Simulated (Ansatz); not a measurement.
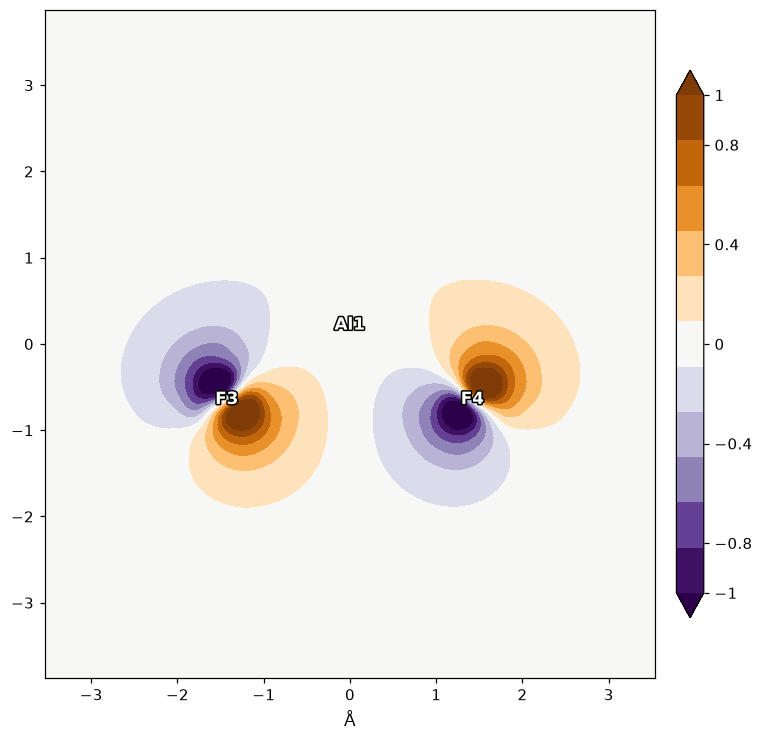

AlF3H2. The HOMO−1 on the plane of atoms F3, Al1 and F4 (values in Å⁻³ᐟ²; the overall sign is arbitrary).

Computed with RKS B3LYP-D4/def2-SVP in Ansatz 0.2.0.

```xyz
6

Al    0.0047    0.0692    0.1043
H     0.0025    0.6251    1.5795
F     1.4215    0.0819   -0.7699
F    -1.4246    0.0103   -0.7472
F     0.0583   -1.8501    0.7531
H     0.0655   -1.8349    1.6921
```

> Where does this orbital lie, and at what energy?

It lies mainly on F3 (about 45 %) and F4 (about 45 %); largely a combination of lone pairs on F3 and F4. Its energy is −10.15 eV.
